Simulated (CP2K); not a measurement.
# AlHBrCl (SMILES [Cl][AlH][Br]): levels of theory compared

Wanted: a comparison of 3 runs (PM3, PM6, GFN0-xTB) of AlHBrCl. 

Program for the calculation: CP2K 2026.2.

1 further run of the same task is left out (set aside as unsound or not needed).

### Step 1. Starting point

AlHBrCl: 4 atoms, total charge 0, spin state singlet. As SMILES, `[Cl][AlH][Br]`. Geometry: a GFN2-xTB relaxation, a rough one for these elements and not checked as a minimum.

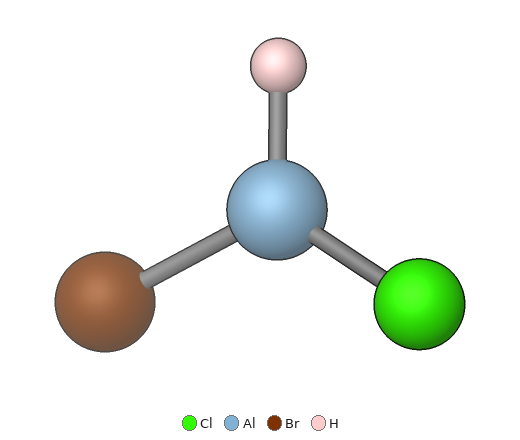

The structure, seen from a chosen angle (chlorine green, aluminium light blue, bromine brown, hydrogen pink).

### Step 2. The energy at PM3 (run 1)

molecule.xyz

```xyz
4

Cl    -1.945570     0.150770    -0.572660
Al    -0.005860     0.135760    -0.026800
Br     1.126090    -1.692640     0.628540
H      0.825340     1.406110    -0.029080
```

qs.inp

```
&FORCE_EVAL
  METHOD QUICKSTEP
  &DFT
    &QS
      METHOD PM3
      EPS_DEFAULT 1.0E-10
      &SE
        &COULOMB
          CUTOFF [angstrom] 50
          RC_RANGE [angstrom] 0
        &END
        &EXCHANGE
          CUTOFF [angstrom] 50
          RC_RANGE [angstrom] 0
        &END
      &END
    &END
    # cluster boundary conditions
    &POISSON
      PERIODIC NONE
      POISSON_SOLVER ANALYTIC
    &END
    # SCF settings
    &SCF
      SCF_GUESS ATOMIC
      EPS_SCF 1.0E-07
      MAX_SCF 50
      &OT
        MINIMIZER DIIS
        PRECONDITIONER FULL_ALL
        LINESEARCH GOLD
      &END
      &OUTER_SCF
        EPS_SCF 1.0E-07
        MAX_SCF 10
      &END
    &END
    &PRINT
      &MOMENTS
        PERIODIC F
        REFERENCE COM
        MAX_MOMENT 1
      &END
      &MO_CUBES
        NLUMO 3
        NHOMO -1
        WRITE_CUBE F
      &END
      &HIRSHFELD OFF
      &END
    &END
  &END
  &SUBSYS
    # box in angstrom
    &CELL
      ABC 15.1 15.1 13.2
      PERIODIC NONE
    &END
    &TOPOLOGY
      COORD_FILE_NAME molecule.xyz
      COORD_FILE_FORMAT XYZ
      &CENTER_COORDINATES
      &END
    &END
  &END
&END

&GLOBAL
  PROJECT_NAME qs
  RUN_TYPE ENERGY
  PRINT_LEVEL MEDIUM
&END
```

Launch:

```console
$ OMP_NUM_THREADS=1 cp2k.psmp qs.inp > qs.out
```

The log of the run:

```text
CP2K| version string:                                       CP2K version 2026.2
[...]
 GLOBAL| Method name                                                        CP2K
[...]
 GLOBAL| Run type                                                         ENERGY
[...]
                             - Atoms:                                          4
[...]
                             - Spherical basis functions:                     13
[...]
 Number of electrons:                                                         18
[...]
     1 OT DIIS     0.15E+00    0.0     0.25424008       -25.7422078591 -2.57E+01
[...]
     8 OT DIIS     0.15E+00    0.0     0.00000006       -27.0993346397 -7.50E-13
  *** SCF run converged in     8 steps ***
  Core-core repulsion energy [eV]:                            490.05721013187173
  Core Hamiltonian energy [eV]:                             -1192.53366235291628
  Two-electron integral energy [eV]:                          -69.86788983345231
  Electronic energy [eV]:                                   -1227.46760726964249
  Total energy [eV]:                                         -737.41039713777059
  Atomic reference energy [eV]:                               735.79597909074391
  Heat of formation [kcal/mol]:                               -37.22936754381590
[...]
 SE_DIPOLE| Moment [Debye]          1.10818237      -2.56756040       0.78567962
 SE_DIPOLE| Derivative [a.u.]       0.00000000       0.00000000       0.00000000
 *** WARNING in qs_scf_post_se.F:140 :: Printing of MO cube files not ***
 *** implemented for Semi-Empirical method.                           ***
 ENERGY| Total FORCE_EVAL ( QS ) energy [hartree]            -27.099334639686081
[...]
```

Wall time 0.52 s (1 thread of Arm Neoverse V2, shared host).

### Step 3. A single-point energy at PM6 (run 2)

molecule.xyz is that of step 2.

calc.inp

```
&GLOBAL
    PROJECT_NAME calc
    RUN_TYPE ENERGY
    PRINT_LEVEL MEDIUM
&END

&FORCE_EVAL
    METHOD QS
    &DFT
        &QS
            METHOD PM6
            EPS_DEFAULT 1.0E-10
            &SE
                &COULOMB
                    CUTOFF [angstrom] 50
                    RC_RANGE [angstrom] 0
                &END
                &EXCHANGE
                    CUTOFF [angstrom] 50
                    RC_RANGE [angstrom] 0
                &END
            &END
        &END
        &POISSON
            PERIODIC NONE
            POISSON_SOLVER ANALYTIC
        &END
        &SCF
            SCF_GUESS ATOMIC
            EPS_SCF 1.0E-09
            MAX_SCF 80
            LEVEL_SHIFT 0.5
            EPS_DIIS 0.01
            &DIAGONALIZATION
                ALGORITHM STANDARD
            &END
            &MIXING
                METHOD DIRECT_P_MIXING
                ALPHA 0.4
            &END
        &END
        &PRINT
            &MOMENTS
                PERIODIC F
                REFERENCE COM
                MAX_MOMENT 1
            &END
            &MO ON
                ENERGIES T
                OCCUPATION_NUMBERS T
                NDIGITS 6
                &EACH
                    QS_SCF 0
                &END
                ADD_LAST NUMERIC
            &END
            &HIRSHFELD OFF
            &END
        &END
    &END
    &SUBSYS
        &CELL
            ABC 13.1 13.1 11.2
            PERIODIC NONE
        &END
        &TOPOLOGY
            COORD_FILE_NAME molecule.xyz
            COORD_FILE_FORMAT XYZ
            &CENTER_COORDINATES
            &END
        &END
    &END
&END
```

Launch:

```console
$ OMP_NUM_THREADS=1 cp2k.psmp -i calc.inp > calc.out 2>&1
```

The log of the run:

```text
CP2K| version string:                                       CP2K version 2026.2
[...]
 GLOBAL| Method name                                                        CP2K
[...]
 GLOBAL| Run type                                                         ENERGY
[...]
                             - Atoms:                                          4
[...]
                             - Spherical basis functions:                     28
[...]
 Number of electrons:                                                         18
[...]
     1 P_Mix/Diag. 0.40E+00    0.0     0.68782569       -18.0279969384 -1.80E+01
[...]
    52 DIIS/Diag.  0.97E-09    0.0     8.8344E-10       -20.1928713837 -3.55E-15
  *** SCF run converged in    52 steps ***
  Core-core repulsion energy [eV]:                            484.59469544831506
  Core Hamiltonian energy [eV]:                              -868.34625876590655
  Two-electron integral energy [eV]:                         -331.44882214256364
  Electronic energy [eV]:                                   -1034.07066983718846
  Total energy [eV]:                                         -549.47597438887328
  Atomic reference energy [eV]:                               547.30231609074394
  Heat of formation [kcal/mol]:                               -50.12575512566993
[...]
 SE_DIPOLE| Moment [Debye]         -0.43470295      -1.26396086       0.11237034
 SE_DIPOLE| Derivative [a.u.]       0.00000000       0.00000000       0.00000000
 ENERGY| Total FORCE_EVAL ( QS ) energy [hartree]            -20.192871383734602
[...]
```

It took 0.26 s on 1 thread of Arm Neoverse V2, shared host.

### Step 4. Energy and forces at GFN0-xTB (run 3)

run.inp

```
&GLOBAL
   PROJECT_NAME run
   RUN_TYPE ENERGY_FORCE
   PRINT_LEVEL MEDIUM
&END GLOBAL

&FORCE_EVAL
   METHOD Quickstep
   &DFT
      ! Quickstep
      &QS
         METHOD XTB
         EPS_DEFAULT 1.0E-10
         &XTB
            GFN_TYPE 0
            CHECK_ATOMIC_CHARGES F
         &END XTB
      &END QS
      ! cluster boundary conditions
      &POISSON
         PERIODIC NONE
         POISSON_SOLVER ANALYTIC
      &END POISSON
      &SCF
         SCF_GUESS ATOMIC
         EPS_SCF 1.0E-06
         MAX_SCF 150
         ADDED_MOS 2
         &DIAGONALIZATION
            ALGORITHM STANDARD
         &END DIAGONALIZATION
         &MIXING
            METHOD DIRECT_P_MIXING
            ALPHA 0.4
         &END MIXING
         &SMEAR ON
            METHOD FERMI_DIRAC
            ELECTRONIC_TEMPERATURE [K] 300
         &END SMEAR
      &END SCF
      ! extra output
      &PRINT
         &MOMENTS
            PERIODIC F
            REFERENCE COM
            MAX_MOMENT 1
         &END MOMENTS
         &MO ON
            ENERGIES T
            OCCUPATION_NUMBERS T
            NDIGITS 6
            &EACH
               QS_SCF 0
            &END EACH
            ADD_LAST NUMERIC
         &END MO
         &HIRSHFELD OFF
         &END HIRSHFELD
      &END PRINT
   &END DFT
   &SUBSYS
      ! vacuum box
      &CELL
         ABC 19.1 19.1 17.2
         PERIODIC NONE
      &END CELL
      &COORD
         Cl    -1.945570     0.150770    -0.572660
         Al    -0.005860     0.135760    -0.026800
         Br     1.126090    -1.692640     0.628540
         H      0.825340     1.406110    -0.029080
      &END COORD
      &TOPOLOGY
         &CENTER_COORDINATES
         &END CENTER_COORDINATES
      &END TOPOLOGY
   &END SUBSYS
   ! extra output
   &PRINT
      &FORCES ON
      &END FORCES
   &END PRINT
&END FORCE_EVAL
```

Launch:

```console
$ OMP_NUM_THREADS=1 cp2k.psmp run.inp > run.out
```

The log of the run:

```text
CP2K| version string:                                       CP2K version 2026.2
[...]
 GLOBAL| Method name                                                        CP2K
[...]
 GLOBAL| Run type                                                   ENERGY_FORCE
[...]
                             - Atoms:                                          4
[...]
                             - Spherical basis functions:                     29
[...]
 Number of electrons:                                                         18
[...]
  Fermi energy:                                                -0.27214586455884
[...]
 TB_DIPOLE| Moment [Debye]          0.56542291       0.89197800      -0.00697373
 TB_DIPOLE| Derivative [a.u.]       0.00000000       0.00000000       0.00000000
[...]
 ENERGY| Total FORCE_EVAL ( QS ) energy [hartree]             -9.918026741434581
 FORCES| Atomic forces [hartree/bohr]
 FORCES|   Atom     x               y               z               |f|
 FORCES|      1 -1.10912054E-02  1.78748546E-03 -3.43667979E-03   1.17482215E-02
 FORCES|      2  8.27530040E-03 -8.41635206E-03  3.87584267E-03   1.24232739E-02
 FORCES|      3  2.31067683E-04  2.16782844E-03 -3.36991315E-04   2.20599990E-03
 FORCES|      4  2.58483729E-03  4.46103816E-03 -1.02171562E-04   5.15680951E-03
 FORCES| Sum     4.55364912E-17  9.54097912E-18  1.40946282E-18
 FORCES| Total atomic force                                       4.65466315E-17
[...]
```

Wall time 0.2 s (1 thread of Arm Neoverse V2, shared host).

### Step 5. The series

```
run     level  SCF convergence threshold  iteration cap  energy (Eh)  dipole moment (D)  heat of formation (kcal/mol)  wall time
  1       PM3                      1e-07             50   -27.099335               2.90                         -37.2     0.52 s
  2       PM6                      1e-09             80   -20.192871               1.34                         -50.1     0.26 s
  3  GFN0-xTB                      1e-06            150    -9.918027               1.06                             –      0.2 s
```

### Step 6. Summary of results

```
                                        quantity         value
                             run 3: total energy   -9.91803 Eh
run 3: dipole moment (from atomic charges alone)        1.06 D
                              run 3: HOMO energy     -11.66 eV
                              run 3: LUMO energy      -6.51 eV
                            run 3: HOMO–LUMO gap       5.15 eV
                        run 3: dispersion energy  -2.11 kJ/mol
                 run 3: largest force on an atom    0.639 eV/Å
```

The dipole moment (its size) runs from 1.06 D (GFN0-xTB) to 2.90 D (PM3). Some of these are taken from atomic charges alone. Force-field and semi-empirical energies have zeros of their own, so their totals don't compare. All runs together took 0.98 s, the longest 0.52 s.
